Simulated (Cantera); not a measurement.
Charge: 1 mol borazine, 0.46 mol O₂, equilibrated at 1330 Pa.

Equilibrium computed with Cantera from the NASA thermochemical tables; the gas is ideal and each condensed phase is pure. Candidate condensed phases: B, BN, B₂O₃, B₃O₃H₃, H₂O; 39 gas species. The feed counts by its element totals alone. Mutual solubility and eutectic melting of coexisting phases are not modelled. The tables' values for BH₂ are old estimates; treat these amounts as uncertain. The numbers say what is thermodynamically allowed, not how fast it happens.

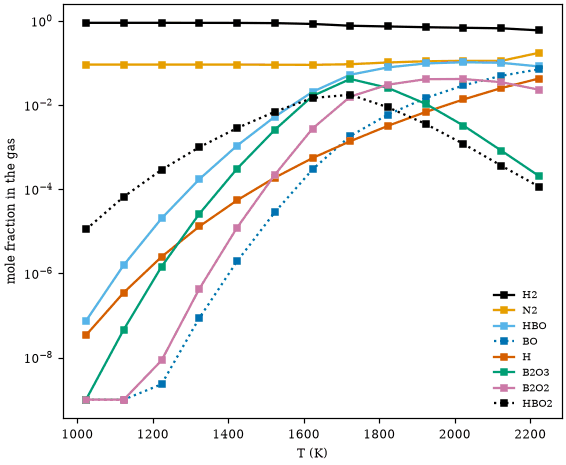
Equilibrium gas composition (values under 1e-9 drawn at 1e-9)

From 1023 K to 1623 K the condensed part is BN(s) + B₂O₃(l). From 1723 K to 2123 K the condensed part is BN(s). At 2223 K the condensed part is B(s) + BN(s). The main B-bearing gas is HBO₂ at 1023 K and HBO at 2223 K.
